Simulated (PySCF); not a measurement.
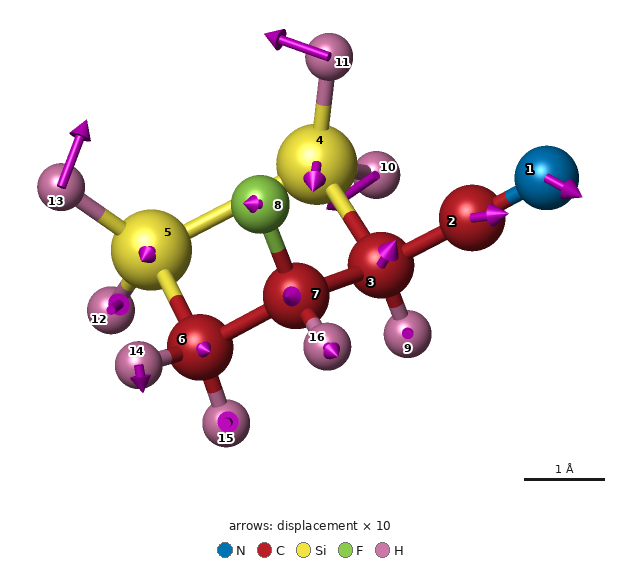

A relaxation of C₄H₈FNSi₂. The starting structure is drawn; purple arrows show the displacements, magnified 10 times. The two geometries are superimposed by the best rigid fit.

A ball-and-stick model, seen from a free direction.

The start comes from GFN2-xTB. Its atoms were then displaced at random by about 0.01 Å.

These are results of PySCF, PBE0-D3(BJ)/def2-SVP geometry optimisation, gas phase, not measurements. 

**Which element moves most?**

Hydrogen: up to 0.100 Å, against 0.057 Å for nitrogen.

**What happened in the run?**

Over 6 geometry steps the energy falls by 18.1 kJ/mol. The atom that moves furthest after the best rigid fit is H10 (0.100 Å). Largest moves by element: H 0.100 Å, N 0.057 Å, C 0.055 Å, Si 0.052 Å, F 0.027 Å. Some distances before and after: Si4–H10 1.432 → 1.492 Å, C3–H9 1.066 → 1.104 Å, C3–Si4 1.980 → 1.942 Å, C3–C7 1.505 → 1.537 Å. Among the angles between lasting bonds that change: C6–Si5–H13 108.9° → 112.5°, Si4–Si5–H13 118.0° → 114.4°, Si5–Si4–H10 120.4° → 117.0°.
